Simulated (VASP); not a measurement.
Band structure of Ce (relaxed from the simple-cubic structure, space group Pm-3m). Method: r2SCAN meta-GGA, VASP's PBE PAW potentials (set 64) (plane waves; VASP 6.6.1).

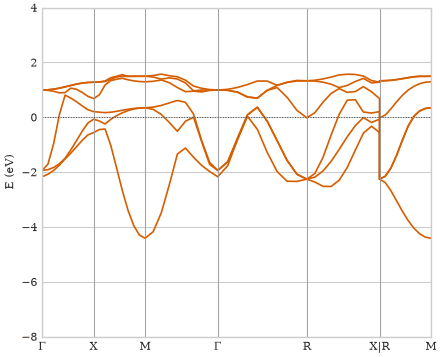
*Bands along high-symmetry lines, zero at the valence-band maximum or, without a gap, the Fermi level*

Read the plot: is there a gap, and where are the band edges?

It has no gap at this level: it comes out as a metal or semimetal.

The structure was generated: Ce was put into the simple-cubic type (Pm-3m), which need not be its known phase. It was relaxed first, which changed the volume by -39 %. The run is not spin-polarised, so no magnetic state was tried.
